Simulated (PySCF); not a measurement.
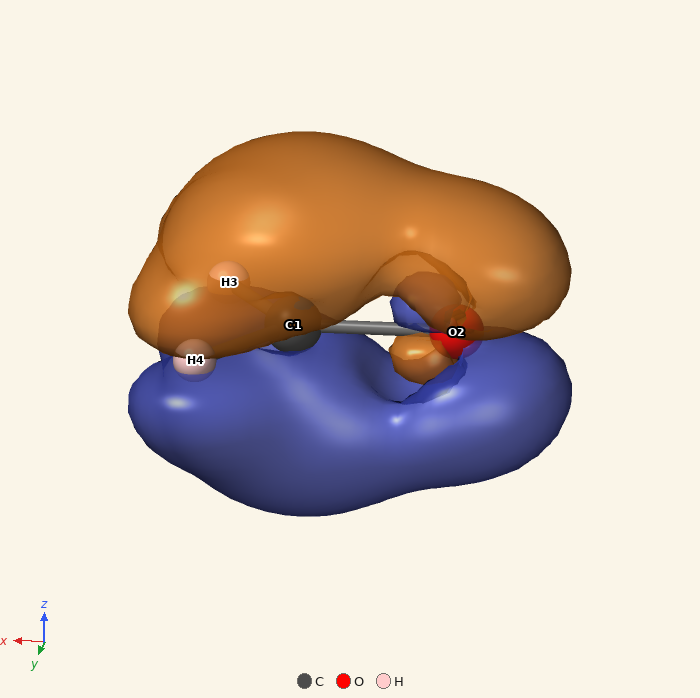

Figure. CH2O, SMILES `C=O`. Change of the electron density in a uniform field of 0.51 V/Å, surfaces at ±0.002 e/Å³ (orange: gain, blue: loss).

Method: M06-2X/6-311G**; geometry: GFN2-xTB; program: PySCF. No frequency check shows the geometry to be a minimum. A basis without diffuse functions makes polarisabilities too small.

**Along which Cartesian direction does the field point?**

Along −z: electrons gather on the +z side, against the field.

**How large is the response?**

The induced dipole is 0.20 D (along the field); α along this axis, from the fields in both directions, is 8 bohr³ (1.2 Å³).

**Which atoms gain and lose the most charge?**

Hardly any: no atom's Hirshfeld charge changes by as much as 0.002 e. The density shifts from one side of each atom to the other; 0.029 electrons are displaced in all.
